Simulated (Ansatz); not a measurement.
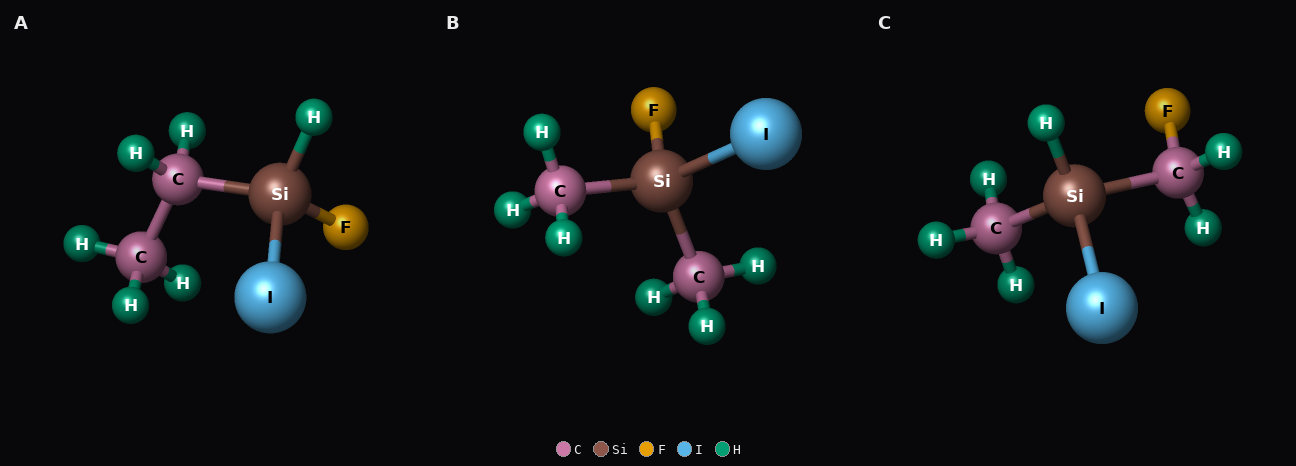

3 stationary structures of one formula. Geometries: PBE0-D4/def2-TZVP. Electronic energies: CCSD(T)/CBS (MP2 limit from def2-TZVPP and def2-QZVPP plus CCSD(T) − MP2) (Ansatz 0.2.0), without zero-point energy. No frequency run is at hand to confirm each as a minimum. Each is one conformer, not always the lowest.

**How are they related?**

They are constitutional isomers of C2H6FISi: A `CC[Si@H](F)I`, B `C[Si](C)(F)I`, C `C[Si@@H](I)CF`.

**Which is lowest in energy, and by how much?**

B is lowest; A lies 64.7 kJ/mol above it, C lies 263.0 kJ/mol above it.
